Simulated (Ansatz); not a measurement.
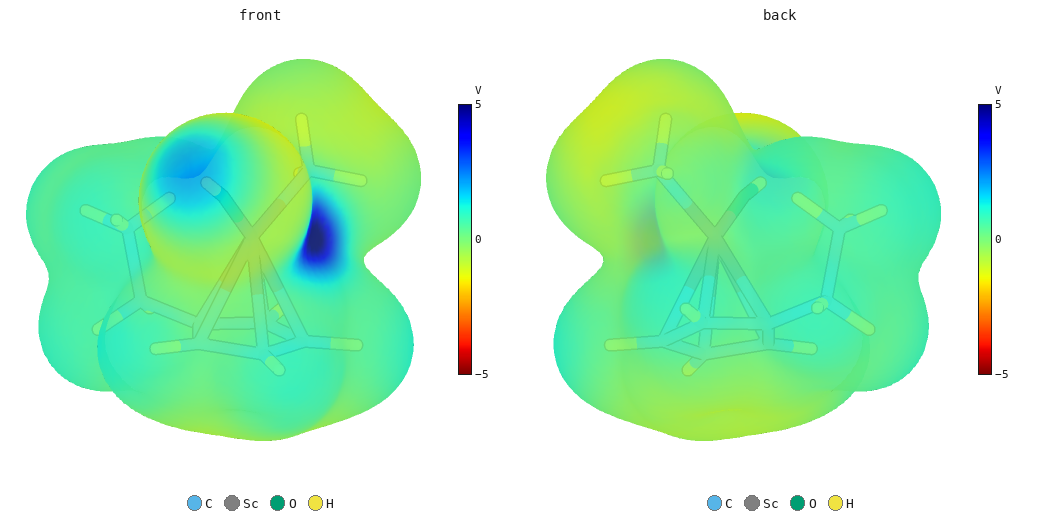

The picture shows: C$_{8}$H$_{13}$OSc (SMILES CC[C]12[CH]3[CH]4[CH]5[CH]1[Sc]4532([CH3])[OH]). The molecular electrostatic potential painted on the density surface at 0.002 e/bohr³, seen from the front and from behind; red is negative and blue positive.

Geometry: PBE0-D4/def2-TZVP.

All numbers below come from RKS PBE0-D4/def2-TZVPP (Ansatz).

The calculation's input:

```
crystal:
  periodic: [false, false, false]
  atoms:
    - {symbol: C, position_ang: [1.110696, -0.906809, -1.811681]}
    - {symbol: C, position_ang: [-0.238049, -1.561440, -1.521260]}
    - {symbol: C, position_ang: [-0.989925, -0.813038, -0.462947]}
    - {symbol: C, position_ang: [-0.917915, -1.038836, 0.929684]}
    - {symbol: C, position_ang: [-1.640483, -0.019764, 1.582893]}
    - {symbol: C, position_ang: [-2.171920, 0.839032, 0.597568]}
    - {symbol: C, position_ang: [-1.770861, 0.349519, -0.663209]}
    - {symbol: Sc, position_ang: [0.276625, 1.083644, 0.460132]}
    - {symbol: C, position_ang: [1.894072, 0.427833, 1.813486]}
    - {symbol: O, position_ang: [0.648317, 2.734576, -0.330015]}
    - {symbol: H, position_ang: [0.982096, 0.118833, -2.179274]}
    - {symbol: H, position_ang: [1.740340, -0.883170, -0.912557]}
    - {symbol: H, position_ang: [1.677859, -1.444833, -2.574669]}
    - {symbol: H, position_ang: [-0.831044, -1.604842, -2.438962]}
    - {symbol: H, position_ang: [-0.081801, -2.594049, -1.198452]}
    - {symbol: H, position_ang: [-0.375509, -1.839714, 1.411194]}
    - {symbol: H, position_ang: [-1.768931, 0.080032, 2.651680]}
    - {symbol: H, position_ang: [-2.784214, 1.712296, 0.773622]}
    - {symbol: H, position_ang: [-2.004606, 0.796721, -1.619945]}
    - {symbol: H, position_ang: [2.153540, -0.636774, 1.776904]}
    - {symbol: H, position_ang: [1.592108, 0.627398, 2.852958]}
    - {symbol: H, position_ang: [2.814836, 0.998793, 1.639596]}
    - {symbol: H, position_ang: [0.684788, 3.574613, -0.776747]}
basis:
  gaussian: {orbitals: def2-TZVPP}
hamiltonian: {xc: pbe0, dispersion: d4}
output: {orbitals: {seedname: orbitals}}
```

Command:

```sh
ansatz run in.yaml --threads 4 --pin off --events-out ev --progress --plain --max-ram 66560MiB --backend cuda --devices 0, --max-vram 37GiB
```

**Where is the surface potential most negative and most positive?**

The most negative region (about −1.3 V, or −30 kcal/mol for a unit charge) lies over O10, the most positive (about +4.4 V, or +101 kcal/mol for a unit charge) over Sc8. O10 is the likeliest acceptor of a hydrogen bond.
